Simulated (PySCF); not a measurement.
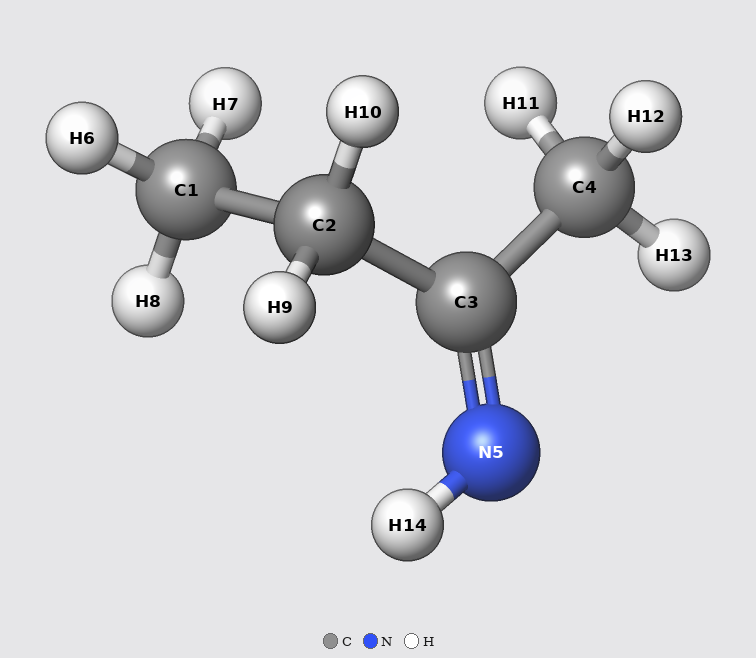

Geometry: an end point of a reaction path computed with GFN2-xTB. Level of theory: B3LYP/pcJ-1 indirect spin-spin coupling, non-relativistic, gas phase (PySCF 2.14.0). Isotopes: 13C, 1H, 15N.

Give the spin–spin coupling constants of these pairs, with the number of bonds between them: C3/N5, N5/H14, C2/N5, C4/N5, C1/N5, N5/H12, N5/H9, N5/H10, N5/H11, N5/H13.

```csv
pair,bonds apart,J (Hz)
"C3, N5",1,−6.9
"N5, H14",1,−51.6
"C2, N5",2,3.9
"C4, N5",2,−14.4
"C1, N5",3,−1.1
"N5, H12",3,−2.6
"N5, H9",3,−0.9
"N5, H10",3,−0.8
"N5, H11",3,−3.7
"N5, H13",3,−3.1
```
